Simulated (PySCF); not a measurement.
# MoNF₂: relaxation and vibrations of the doublet

The task is one start of a wider search on MoNF₂: the doublet, from a T-shaped (ligand arrangement 1) start. It is relaxed, tested by its Hessian and followed downhill if it is a saddle.

Computed with PySCF 2.14.0. Level: PBE0, basis Mo def2-TZVP with ECP28, N def2-TZVP, F def2-TZVP, scalar-relativistic core potentials, no spin–orbit coupling, density fitting.

## (1) Where the work starts

4 atoms, charge 0, spin multiplicity 2.

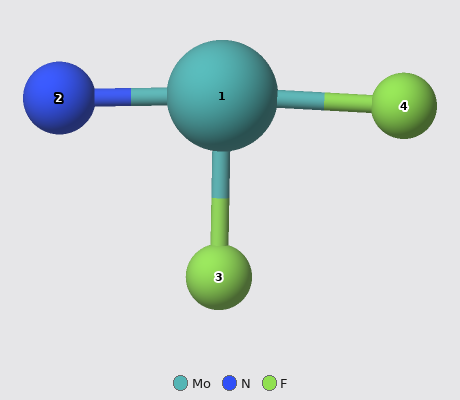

As it starts; molybdenum teal, nitrogen blue, fluorine green; atoms are numbered from 1 in the order of the file.

Z-matrix (Å, degrees; charge 0 multiplicity 2):
```
Mo
N  1 1.8100
F  1 2.0200 2 88.00
F  1 2.0200 3 88.00 2 180.00
```

## (2) The SCF at the typed geometry

One driver script runs all steps and calls PySCF; scf.py shows how it sets up the SCF of each step. The optimiser is the driver's own. After this first run the driver tries any further starts and a stability analysis.

scf.py

```python
from pyscf import gto, scf, dft
mol = gto.M(atom='''
Mo     0.000000     0.000000     0.000000
N     -1.808900     0.000000     0.063200
F      0.000000     0.000000     2.020000
F      2.018800     0.000000     0.070500''',
    basis={'Mo': 'def2-TZVP', 'N': 'def2-TZVP', 'F': 'def2-TZVP'},
    ecp={'Mo': 'def2-TZVP'},
    charge=0, spin=1)
mf = dft.UKS(mol, xc='PBE0')
mf.grids.atom_grid = (50, 194)
aux = {'Mo': 'def2-universal-JKFIT', 'N': 'def2-universal-JKFIT', 'F': 'def2-universal-JKFIT'}
mf = mf.density_fit(auxbasis=aux)
mf.conv_tol = 1e-08
mf.diis_space = 10
mf.max_cycle = 60
mf.init_guess = 'minao'
mf.verbose = 4
mf.kernel()
```

The run is started by

```sh
$ OMP_NUM_THREADS=4 python axn.py task.json out
```

After this run come: Relaxing the doublet from the T-shaped (ligand arrangement 1) start; Hessian and properties.

What does the calculation give? Wanted: minimum; geometry; wavenumbers; dipole moment; highest occupied, lowest empty level; polar-tensor charge of Mo1; zero-point energy; atomisation energy; ⟨S²⟩.

The runs gave:

| quantity | value |
| --- | --- |
| minimum | doublet, C2v |
| geometry | Mo–F 1.905 Å (×2), Mo–N 1.609 Å; F–Mo–F 131.4°, F–Mo–N 114.3° (×2) |
| wavenumbers (cm⁻¹) | 127 (b1), 169 (a1), 265 (b2), 629 (a1), 660 (b2), 1193 (a1) |
| dipole moment | 0.82 D |
| highest occupied, lowest empty level (either spin) | -7.34, -4.70 eV |
| polar-tensor charge of Mo1 | +2.12 e |
| zero-point energy | 18.2 kJ/mol |
| entropy at 298.15 K | 310.9 J/(mol K) |
| atomisation energy (no zero-point energy) | 1412 kJ/mol |
| ⟨S²⟩ | 0.771 |

**Reading.** From Cs at the start the molecule goes to a C2v minimum. In the infrared the band at 660 cm⁻¹ (b2, stretch) leads. Most of the spin sits on Mo1 (Mulliken spin 1.12, against 1 for the whole molecule). Only this shape and spin were tried, so other structures or states may lie lower. One determinant may miss the lowest occupation of an open d or f shell.
